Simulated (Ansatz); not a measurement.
Structure data:

```cif
data_structure
_symmetry_space_group_name_H-M 'P 1'
_symmetry_Int_Tables_number 1
_cell_length_a 5.0576
_cell_length_b 5.0576
_cell_length_c 13.6226
_cell_angle_alpha 90.000
_cell_angle_beta 90.000
_cell_angle_gamma 120.000
_cell_volume 301.77
loop_
_atom_site_label
_atom_site_type_symbol
_atom_site_fract_x
_atom_site_fract_y
_atom_site_fract_z
_atom_site_occupancy
Ga1 Ga 0.00000 0.00000 0.35584 1
Ga2 Ga 0.66667 0.33333 0.47749 1
Ga3 Ga 0.33333 0.66667 0.31082 1
Ga4 Ga 0.66667 0.33333 0.18918 1
O1 O 0.00000 0.69687 0.25000 1
O2 O 0.69687 0.00000 0.25000 1
O3 O 0.30313 0.30313 0.25000 1
O4 O 0.33333 0.96979 0.41667 1
O5 O 0.03021 0.36354 0.41667 1
O6 O 0.63646 0.66667 0.41667 1
Ga5 Ga 0.66667 0.33333 0.68918 1
Ga6 Ga 0.33333 0.66667 0.81082 1
Ga7 Ga 0.00000 0.00000 0.64416 1
Ga8 Ga 0.33333 0.66667 0.52251 1
O7 O 0.66667 0.03021 0.58333 1
O8 O 0.36354 0.33333 0.58333 1
O9 O 0.96979 0.63646 0.58333 1
O10 O 0.00000 0.30313 0.75000 1
O11 O 0.69687 0.69687 0.75000 1
O12 O 0.30313 0.00000 0.75000 1
Ga9 Ga 0.33333 0.66667 0.02251 1
Ga10 Ga 0.00000 0.00000 0.14416 1
Ga11 Ga 0.66667 0.33333 0.97749 1
Ga12 Ga 0.00000 0.00000 0.85584 1
O13 O 0.33333 0.36354 0.91667 1
O14 O 0.03021 0.66667 0.91667 1
O15 O 0.63646 0.96979 0.91667 1
O16 O 0.66667 0.63646 0.08333 1
O17 O 0.36354 0.03021 0.08333 1
O18 O 0.96979 0.33333 0.08333 1
```

Question: What would you see if this were drawn?

Answer: The structure is one of Ga2O3. The structure has R-3c (No. 167) symmetry and a rhombohedral (trigonal R) lattice. Type of structure: corundum. With Z = 6, the cell contains 12 Ga, 18 O. About every Ga there are six O in a distorted octahedral arrangement at 1.95 to 2.10 Å. Each O atom is coordinated by four Ga at 1.95 to 2.10 Å. The bonds build a three-dimensional framework.

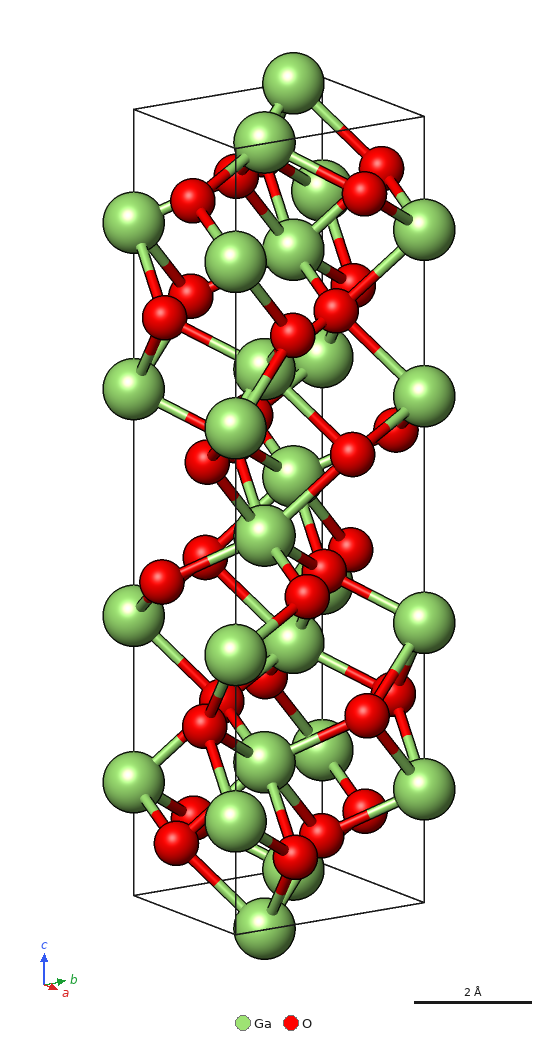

Drawn in the ball-and-stick manner and seen slightly off an axis. Atoms at the boundary of the conventional unit cell (the box) are drawn once for each face, edge or corner they touch. Colours: gallium green, oxygen red.

Starting structure: a structure listed in the Materials Project. Earlier steps of the study may have refined or changed the cell and positions. A calculation with Ansatz used it as input.
